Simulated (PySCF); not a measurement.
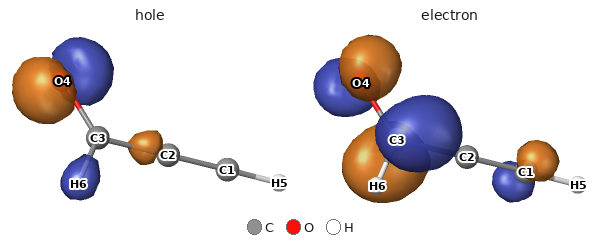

C3H2O, SMILES `C#CC=O`. Leading natural transition orbital pair of S₁ (TDHF singlet states); the surfaces enclose about 70 % of each orbital's density.

Computed with PySCF, HF/def2-TZVP, geometry: GFN2-xTB. No frequency check shows the geometry to be a minimum. Without diffuse functions Rydberg states are missing, so the states' numbers hold for this basis only.

Input script:

```python
import numpy as np
from pyscf import gto, scf, dft, tdscf
from pyscf.scf import atom_ks, atom_hf
from scipy.linalg import block_diag

def solve(mol, dm0=None, hcore=None):
    mf = scf.UHF(mol) if mol.spin else scf.RHF(mol)
    mf = mf.density_fit(auxbasis='def2-universal-jkfit')
    mf.conv_tol, mf.max_cycle = 1e-8, 80
    if hcore is not None:
        mf.get_hcore = lambda *args: hcore
    mf.kernel(dm0)
    if not mf.converged:
        mf = mf.newton().run(mf.mo_coeff, mf.mo_occ, max_cycle=30)
    assert mf.converged, 'SCF not converged'
    return mf

mol = gto.M(atom='''
C     -1.85482    -0.14436     0.00000
C     -0.67912     0.10464     0.00000
C      0.72077     0.39931     0.00000
O      1.60553    -0.41207     0.00000
H     -2.88526    -0.35159     0.00000
H      0.91999     1.49058     0.00000
''', basis='def2-tzvp', charge=0, spin=0, verbose=4)
mf = solve(mol)
td = mf.TDHF()
td.nstates, td.singlet, td.conv_tol = 5, True, 1e-5
td.kernel()
td.analyze()
x, y = np.array([p[0] for p in td.xy]), np.array([p[1] + 0 * p[0] for p in td.xy])
f, mu = td.oscillator_strength(), td.transition_dipole()
nto = [td.get_nto(state=i + 1, verbose=4) for i in range(len(td.e))]
# spherically averaged free atoms, for the promolecule
atm = scf.atom_hf.get_atm_nrhf(mol)
pro = block_diag(*[(atm[a[0]][2] * atm[a[0]][3]) @ atm[a[0]][2].T for a in mol._atom])
np.savez('result.npz', e=td.e, f=f, ok=td.converged, w=[n[0] for n in nto], nto=[n[1] for n in nto], x=x, y=y, c=mf.mo_coeff, occ=mf.mo_occ, eps=mf.mo_energy, pro=pro, mu=mu)
```

Launched as:

```sh
OMP_NUM_THREADS=1 python input.py
```

The run took 3.3 min on 1 thread of Arm Neoverse V2, with other jobs on the host, peak memory 0.34 GiB.

Give its energy, strength and character.

Answer. 4.53 eV (274 nm), f = 0.000 (very weak), n → π*; the leading pair carries 99 %; hole on O4 (70 %), C3 (14 %) and H6 (8 %), electron on C3 (42 %), O4 (33 %) and C1 and C2 (10 % each); their centroids lie 0.7 Å apart. In canonical orbitals it is mainly HOMO−2 → LUMO (85 %). The HOMO–LUMO gap is 13.48 eV.
